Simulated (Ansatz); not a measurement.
# [NH4]+ (ammonium) at PBE/6-31G

Aim: the vertical singlet–triplet gap of [NH4]+ (ammonium) at PBE/6-31G, from 2 runs. 

The calculation is run with Ansatz 0.2.0.

2 further runs of the same task are left out: 1 that didn't finish, 1 set aside as unsound or not needed.

## Step 1: The molecule

The species is [NH4]+ (5 atoms), meant as a singlet with charge +1. SMILES: `[NH4+]`. Geometry: relaxed at GFN2-xTB.

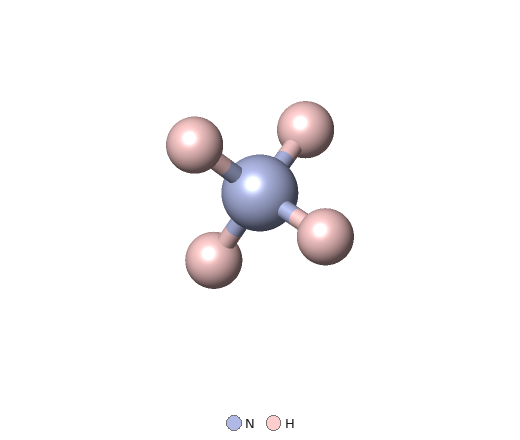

The structure, seen from a chosen angle (nitrogen light blue, hydrogen pink).

## Step 2: A single-point energy at PBE/6-31G

Input file input.yaml:

```yaml
basis:
  gaussian:
    orbitals: 6-31G
crystal:
  periodic: [false, false, false]
  atoms:
    - {symbol: "N", position_ang: [0.000080, 0.000050, -0.000010]}
    - {symbol: H, position_ang: [0.455870, -0.450720, 0.805650]}
    - {symbol: H, position_ang: [-0.977900, 0.217540, 0.236550]}
    - {symbol: H, position_ang: [0.024080, -0.637350, -0.808220]}
    - {symbol: H, position_ang: [0.497880, 0.870480, -0.233970]}
total_charge: 1
hamiltonian:
  xc: {name: PBE}
accuracy: high
```

The run is started by

```sh
$ ansatz run input.yaml --threads 1 --pin off --max-ram 2610MiB --events-out events.jsonl --progress --plain --runs-dir runs
```

The program printed:

```text
Warning: RAYON_NUM_THREADS=1 ignored (pool sized by the plan → 1); use --threads N
Functional definition: PBE
  name "PBE"
  parameter kappa = 0.804
  parameter beta = 0.06672455060314922
  exchange = pbe_x(kappa = kappa, mu = beta*pi^2/3)
  correlation = pbe_c(beta = beta)
407 factors; integrals over basis functions are off by at most 3.1e-9 eV
mean field evaluation 1: about -1530.7656 eV, gradient 8.8e1 eV
mean field evaluation 2: about -1514.2698 eV, gradient 1.1e2 eV
mean field evaluation 4: about -1545.8957 eV, gradient 3.8e-1 eV
mean field evaluation 8: about -1545.8838 eV, gradient 1.8e-3 eV
mean field -1545.88375397 eV, -56.8101801207 hartree, gradient 6.5e-9 eV, S^2 0.000000; 0 other end points of the search recorded, 0 dependent functions left out
reference -1545.88375547 eV, -56.8101801760 hartree; 5, 5 occupied and 12, 12 virtual orbitals, 407 factors
Total energy: -1545.88375547 eV, -56.8101801760 hartree
```

It took 0.34 s on 1 thread of Intel Xeon 6975P-C (Granite Rapids), shared host.

## Step 3: The triplet, same level

Changes to input.yaml since step 2:

```diff
@@ -1,4 +1 @@
-basis:
-  gaussian:
-    orbitals: 6-31G
 crystal:
@@ -11,5 +8,7 @@
     - {symbol: H, position_ang: [0.497880, 0.870480, -0.233970]}
+basis:
+  gaussian: {orbitals: 6-31G}
 total_charge: 1
-hamiltonian:
-  xc: {name: PBE}
+hamiltonian: {xc: pbe}
 accuracy: high
+magnetization: {spin_polarized: true, initial_magnetization: 2}
```

The run is started by

```sh
$ ansatz run input.yaml --threads 1 --pin off --max-ram 2610MiB --events-out events.jsonl --progress --plain --runs-dir runs
```

The program printed (excerpt; [...] marks lines left out):

```text
Warning: RAYON_NUM_THREADS=1 ignored (pool sized by the plan → 1); use --threads N
[... 6 set-up lines as earlier in the session ...]
408 factors; integrals over basis functions are off by at most 3.1e-9 eV
mean field evaluation 1: about -1523.4510 eV, gradient 4.3e1 eV
mean field evaluation 2: about -1518.2682 eV, gradient 5.4e1 eV
mean field evaluation 4: about -1531.0271 eV, gradient 4.5e0 eV
mean field evaluation 8: about -1531.2779 eV, gradient 1.5e-1 eV
mean field evaluation 16: about -1531.2907 eV, gradient 8.6e-1 eV
mean field evaluation 32: about -1530.3612 eV, gradient 7.0e0 eV
mean field evaluation 64: about -1531.3896 eV, gradient 2.2e-8 eV
mean field -1531.38974928 eV, -56.2775352727 hartree, gradient 2.4e-8 eV, S^2 2.001101; 8 other end points of the search recorded, 0 dependent functions left out
reference -1531.38975153 eV, -56.2775353554 hartree; 6, 4 occupied and 11, 13 virtual orbitals, 408 factors
Total energy: -1531.38975153 eV, -56.2775353554 hartree
```

Run time: 2.3 s. Hardware: 1 thread of Intel Xeon 6975P-C (Granite Rapids), shared host; peak memory 0.12 GiB.

## Step 4: Results

At PBE/6-31G:

| quantity | value |
| --- | --- |
| singlet: total energy | -56.81018 Eh |
| triplet: total energy | -56.27754 Eh |
| triplet: ⟨S²⟩ | 2.001 |
| vertical energy of the triplet above the singlet | 14.494 eV |

**Reading.** At this shape the triplet lies 14.49 eV (1398 kJ/mol) above the singlet.
